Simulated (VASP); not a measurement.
# NiO: structure and properties in VASP, part 2 of 2

How well does PBE + D3(BJ) + U reproduce what experiment finds for NiO? The cell is relaxed first, and properties follow on it. The start is a cell from a database of measured crystal structures.

VASP 6.6.1, plane waves and PAW; the level of theory is named at each step.

Still holding for the runs below: The cell holds one magnetic atom, so no antiferromagnetic order fits into it. Experiment finds antiferromagnetic order in this phase (below 523 K, arxiv:1210.6675), so this ferromagnetic run describes another state. The valence top and the conduction bottom belong to opposite spins.

So far, gap on the k-mesh (eV): step 2 (full relaxation (PBE + D3(BJ) + U)) 1.89; step 5 (total and projected DOS (PBE + D3(BJ) + U)) 1.89. The relaxed cell has a = 4.182 Å (conventional setting).

## (7) Independent-particle dielectric function (PBE + D3(BJ) + U)

LOPTICS sums transitions from filled to empty bands. The mesh is finer than in the run before. NBANDS is raised for it.

Input file INCAR:

```
SYSTEM = NiO
PREC = Accurate
ENCUT = 520
EDIFF = 1E-06
NELM = 100
ISMEAR = 0
SIGMA = 0.05
LREAL = .FALSE.
ALGO = Normal
GGA = PE
IVDW = 12
NBANDS = 24
ISPIN = 2
MAGMOM = 1.784 0.201
LDAU = .TRUE.
LDAUTYPE = 2
LDAUL = 2 -1
LDAUU = 5 0
LDAUJ = 0 0
LDAUPRINT = 1
LASPH = .TRUE.
LMAXMIX = 4
LORBIT = 11
LWAVE = .FALSE.
LCHARG = .FALSE.
KPAR = 2
LOPTICS = .TRUE.
NEDOS = 1500
CSHIFT = 0.1
```

Input file POSCAR:

```
NiO
1.0
    0.0000000000      2.0908002819      2.0908002819
    2.0908002819      0.0000000000      2.0908002819
    2.0908002819      2.0908002819      0.0000000000
Ni O
1 1
Direct
    0.0000000000      0.0000000000      0.0000000000
    0.5000000000      0.5000000000      0.5000000000
```

Input file KPOINTS:

```
Automatic mesh
0
Gamma
12 12 12
0 0 0
```

The projector-augmented-wave data sets are Ni and O (PBE family, release 64).

Started as:

```console
mpirun -np 2 vasp_std
```

Wall time 52 s (2 MPI ranks of Intel Xeon Platinum 8375C at 2.90GHz (Ice Lake), shared host); peak memory 0.46 GiB.

These are independent-particle spectra without excitons or local fields, and fine structure depends on the mesh and on CSHIFT.

This step gave:

```
bands                : 24
irreducible k-points : 72
Fermi energy         : 7.180 eV
pressure             : -0.05095 GPa
```

The imaginary dielectric function, xx has structure finer than the step of the table below, so its rows give means over 2 eV, whole bins alone (the curve runs from 0 to 25.0 eV). Peaks (eV: height): 3.6: 4.87, 4.9: 4.45, 5.5: 3.86, 7.0: 3.88, 8.4: 2.96, 11.0: 3.48, 14.1: 5.94.

Imaginary dielectric function, xx against photon energy; means over each step:

```csv
photon energy (eV),"imaginary dielectric function, xx"
2,0.155
4,3.90
6,3.50
8,2.90
10,2.72
12,2.77
14,4.34
16,2.80
18,2.12
20,1.33
22,0.661
```

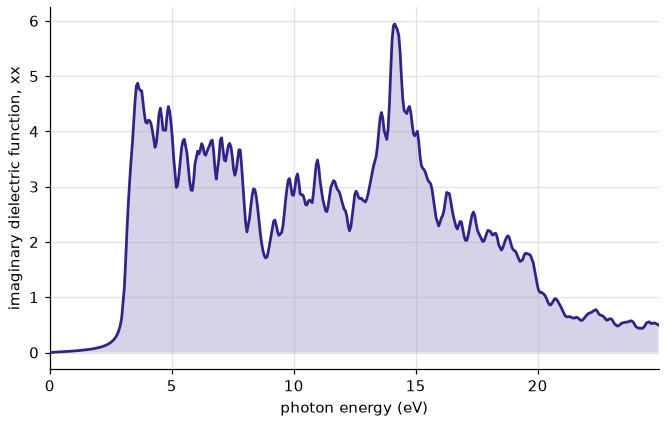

Imaginary dielectric function, xx, plotted against photon energy.

The real dielectric function, xx by photon energy:

```csv
photon energy (eV),"real dielectric function, xx"
0,5.30
2,5.96
4,5.23
6,3.84
8,1.46
10,2.72
12,1.83
14,2.92
16,-0.109
18,-0.233
20,-0.944
22,0.0264
24,0.107
```

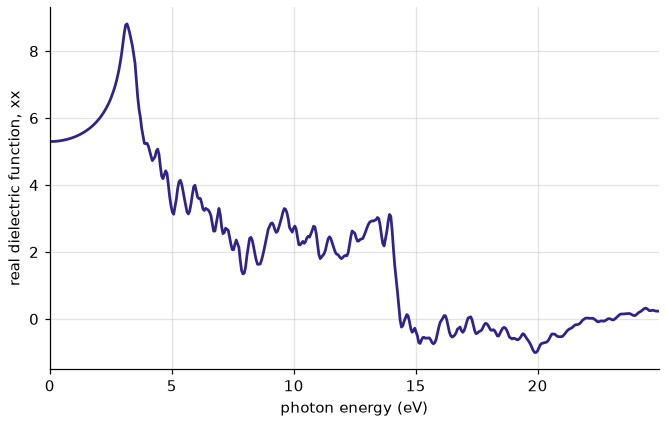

Real dielectric function, xx against photon energy.

## (8) Core-level energies (PBE + D3(BJ) + U)

ICORELEVEL = 1 prints the core eigenvalues in the potential of the ground state.

INCAR: that of step 7 with these lines changed.

```diff
@@ -11,3 +11,3 @@
 IVDW = 12
-NBANDS = 24
+NBANDS = 15
 ISPIN = 2
@@ -26,4 +26,2 @@
 KPAR = 2
-LOPTICS = .TRUE.
-NEDOS = 1500
-CSHIFT = 0.1
+ICORELEVEL = 1
```

POSCAR is that of step 7.

Input file KPOINTS:

```
Automatic mesh
0
Gamma
8 8 8
0 0 0
```

Started as:

```console
mpirun -np 2 vasp_std
```

Wall time 19 s (2 MPI ranks); peak memory 0.31 GiB; 37 s of CPU time.

These are scalar-relativistic Kohn-Sham levels of the ground state, with no core hole, so they are not binding energies.

Numbers from this step:

```yaml
bands: 15
irreducible_k_points: 29
fermi_energy: 7.186 eV
pressure: -0.09224 GPa
least_direct_gap_on_the_k_mesh_within_one_spin: 3.155 eV
```

Kohn-Sham core levels. Core levels, by row:

```
atom  shell  level below the valence-band top (eV)
 Ni1     1s                                   8204
 Ni1     2s                                  974.1
 Ni1     2p                                  836.9
 Ni1     3s                                  103.2
 Ni1     3p                                  63.58
  O2     1s                                    505
```

## (9) A single point (PBE + D3(BJ) + U), changed input

A single point gives energy, forces and stress at these settings. Some settings are moved from the usual, to see what they do.

INCAR: that of step 8 with these lines changed.

```diff
@@ -7,3 +7,3 @@
 SIGMA = 0.05
-LREAL = .FALSE.
+LREAL = Auto
 ALGO = Normal
@@ -26,2 +26,2 @@
 KPAR = 2
-ICORELEVEL = 1
+ISIF = 2
```

POSCAR is that of step 8.

Input file KPOINTS:

```
Automatic mesh
0
Gamma
2 2 2
0 0 0
```

Started as:

```console
mpirun -np 2 vasp_std
```

It took 14 s on 2 MPI ranks; peak memory 0.3 GiB.

The run converged; its settings lie outside those of the reference runs, so its numbers are set aside.

Against the sound run on this cell (core-level energies (PBE + D3(BJ) + U)) the energy at zero smearing moves by +411.2 meV an atom and the pressure by +3.48 GPa.

Settings moved from the usual: LREAL = Auto and k-mesh = 2×2×2.

The mesh holds 3 irreducible points against 29.

## (10) Results

| Quantity | Value |
| --- | --- |
| relaxed volume | 9.140 Å³/atom |
| relaxed conventional cell a, b, c | 4.182, 4.182, 4.182 Å |
| space group after relaxing, within 0.02 Å | Fm-3m (No. 225) |
| moment of the cell (8×8×8 mesh) | 2 μB |
| largest site moment (8×8×8 mesh) | 1.78 μB on Ni1 |
| band gap | 1.89 eV, between opposite spins |
| gap on the dense mesh | 1.89 eV |
| highest zone-centre mode | 321 cm⁻¹ |
| strongest peak of ε2, mean over directions | 14.1 eV |
| ε1 at zero frequency, no local fields, mean | 5.30 |
| shallowest level of the frozen cores | Ni1 3p, 63.6 eV deep |

**Reading.** With PBE + D3(BJ) + U, NiO relaxes to 9.140 Å³/atom in space group Fm-3m, has a gap of 1.89 eV between states of opposite spin and keeps moments of up to 1.78 μB (8×8×8 mesh). Against the listed cell the volume lies +0.7 %. Band structure (PBE + D3(BJ) + U), spin up: The path shows an indirect gap of 2.51 eV (valence top at L, conduction bottom at Γ). The least direct gap is 4.18 eV. Band structure (PBE + D3(BJ) + U), spin down: On this path the gap is indirect, 3.04 eV, with the valence top between K and Γ and the conduction bottom at Γ. The least direct gap is 3.15 eV. Zone-centre phonons (PBE + D3(BJ) + U): The highest mode at Γ, 320.7 cm⁻¹, is mostly motion of O (79 % of the kinetic energy). Experiment finds a gap of 4 eV (arxiv:1805.05455); the computed 1.89 eV is not graded against it, since it lacks spin-orbit coupling or the sample's magnetic order. Semilocal functionals usually underestimate gaps. Only the typed magnetic starts were tried, so the magnetic ground state may differ and with it the other results. Only ferromagnetic starts were used, while the crystal orders antiferromagnetically, so what depends on the order belongs to another state. Modes at Γ alone can't show that the crystal is stable at other wave vectors, and the LO-TO splitting is not included. No search among competing phases was made, and a listed structure need not be the one stable at ambient conditions. All values are for a static lattice at zero temperature.

Comparison with the measured values:

```
              quantity  measured  PBE with D3(BJ), DFT+U
lattice constant a (Å)     4.176          4.182 (+0.1 %)
```

Measured values from arxiv:1910.07810 (2019).

Verdict: The lattice constant a is off by +0.1 %. The runs are ferromagnetic and the sample is antiferromagnetic, so the match is not graded. For lattice constants the calculation has a static lattice, without zero-point motion or thermal expansion.

[Lines on the potential files, build, host, timing and source positions are cut from VASP's logs without a mark.]

[Logs are printed without paths, hosts, clocks, repeated set-up lines and the standing remarks that a program may print on its own settings, such as how far it seeks lower states.]

[Hosts, paths, dates, database ids (printed as entryN), source tags and the programs' standing remarks are cut or masked in the printed files.]

[Measured values are set beside computed ones only where the two were judged alike; some that the calculation misses by far are left out.]
